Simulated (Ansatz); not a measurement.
C2H8MoN2O (SMILES C[O][Mo]([CH3])(=[NH])=[NH])

The calculation's input:

```
crystal:
  periodic: [false, false, false]
  atoms:
    - {symbol: C, position_ang: [-2.165539, 1.252231, -0.359516]}
    - {symbol: O, position_ang: [-0.994175, 0.602285, -0.766539]}
    - {symbol: Mo, position_ang: [0.609499, 0.058245, 0.026393]}
    - {symbol: C, position_ang: [0.841823, -2.033457, -0.169005]}
    - {symbol: N, position_ang: [2.009557, 0.710921, -0.744753]}
    - {symbol: N, position_ang: [0.627681, 0.331835, 1.734388]}
    - {symbol: H, position_ang: [-3.022891, 0.771578, -0.840038]}
    - {symbol: H, position_ang: [-2.139574, 2.301845, -0.669557]}
    - {symbol: H, position_ang: [-2.296040, 1.204855, 0.726668]}
    - {symbol: H, position_ang: [0.849543, -2.283317, -1.233569]}
    - {symbol: H, position_ang: [1.772110, -2.378774, 0.283035]}
    - {symbol: H, position_ang: [0.000437, -2.527983, 0.324107]}
    - {symbol: H, position_ang: [2.848576, 1.258244, -0.869055]}
    - {symbol: H, position_ang: [1.059012, 0.731482, 2.557450]}
basis:
  gaussian: {orbitals: def2-TZVPP}
hamiltonian: {xc: pbe0, dispersion: d4}
output: {orbitals: {seedname: orbitals}}
```

Run with:

```sh
ansatz run in.yaml --threads 4 --pin off --events-out ev --progress --plain --max-ram 11315MiB
```

Geometry: PBE0-D4/def2-TZVP; core potentials replace the inner electrons of Mo.

The calculation used RKS PBE0-D4/def2-TZVPP in Ansatz.

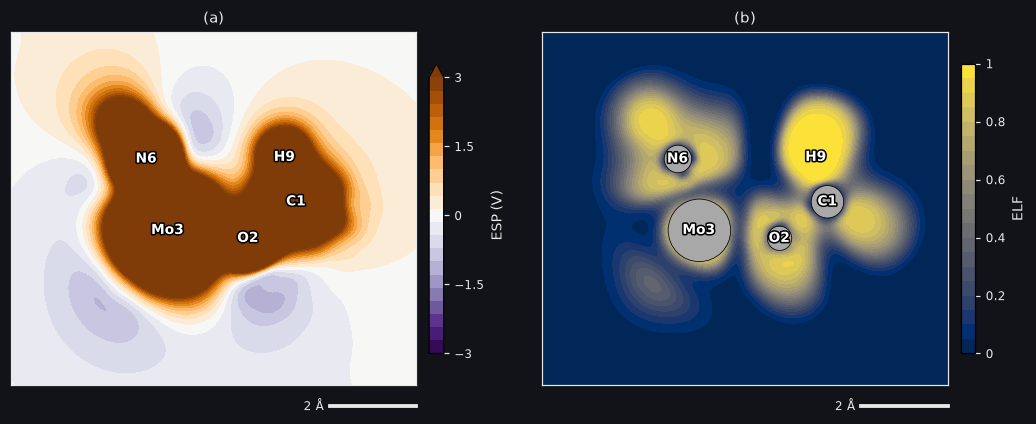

Figure 1. (a) electrostatic potential; (b) electron localisation function on the plane of atoms O2, Mo3 and N6. Grey discs cover the atomic cores in the ELF map.

> Interpret the plot.

The section cuts through C, O, Mo, N and H sites.
C–O (1.40 Å): the ELF peaks at about 0.90 between the atoms: a polar covalent bond.
Mo–N (1.73 Å): the ELF peaks at about 0.75 in the valence shell of N, 0.6 Å from its nucleus, and is about 0.35 at the midpoint.
Mo–O (1.87 Å): the ELF peaks at about 0.85 in the valence shell of O, 0.5 Å from its nucleus, and drops to about 0.25 between the two atoms.
C–H (1.10 Å): the ELF climbs to about 1 towards the hydrogen, as it does in any bond to H (an ordinary covalent bond to hydrogen).
Outside the dense part of the molecule the potential is most negative (−1.2 V) near O2.

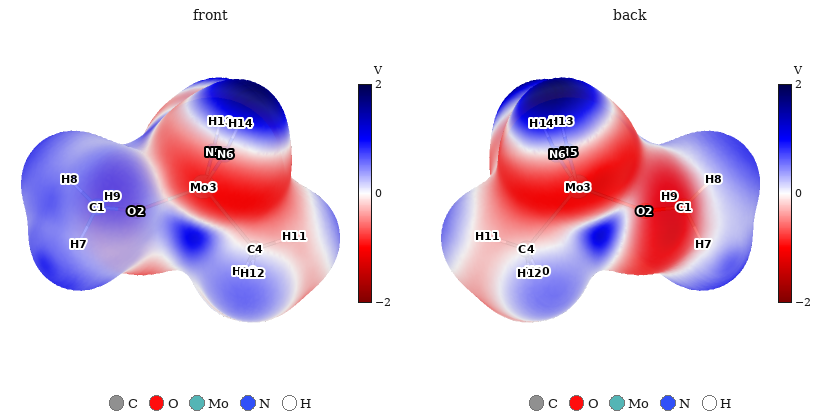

Figure 2. The molecular electrostatic potential painted on the density surface at 0.002 e/bohr³, seen from the front and from behind; the colour scale runs from red (negative) to blue (positive).

> Describe the electrostatic potential map.

The most negative region (about −1.1 V, or −25 kcal/mol for a unit charge) lies over O2 and N5, the most positive (about +1.9 V, or +44 kcal/mol for a unit charge) over H13 and H14.

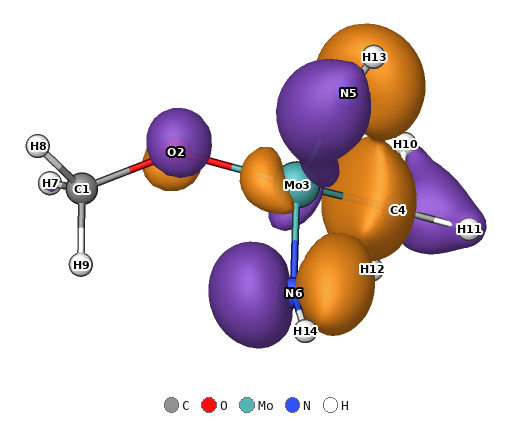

Figure 3. The HOMO−1 at ±0.15 Å⁻³ᐟ² (orange and purple are the two phases), seen from one side.

> What is the character of this orbital?

It lies mainly on N5 (about 25 %), N6 (about 20 %), Mo3 (about 15 %) and C4 (about 15 %). Its energy is −7.61 eV.

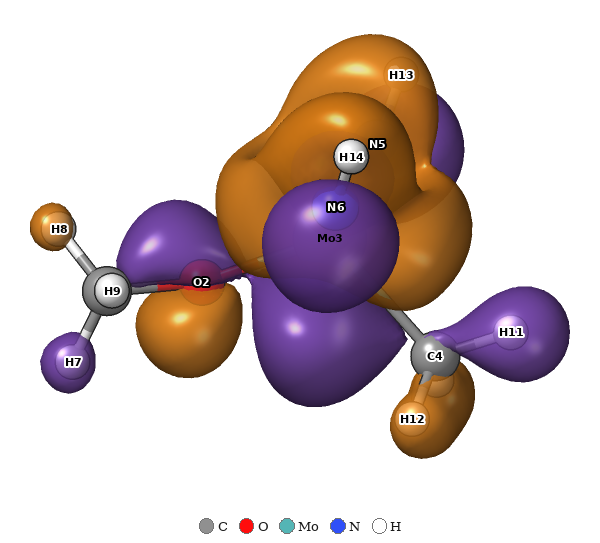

Figure 4. One frontier orbital at ±0.06 Å⁻³ᐟ² (orange and purple are the two phases), seen across its widest extent.

> Which orbital is it: HOMO or LUMO?

The LUMO, at −1.35 eV. By Hirshfeld shares it lies mainly on Mo3 (about 60 %), O2 (about 10 %), N5 (about 10 %) and N6 (about 10 %).
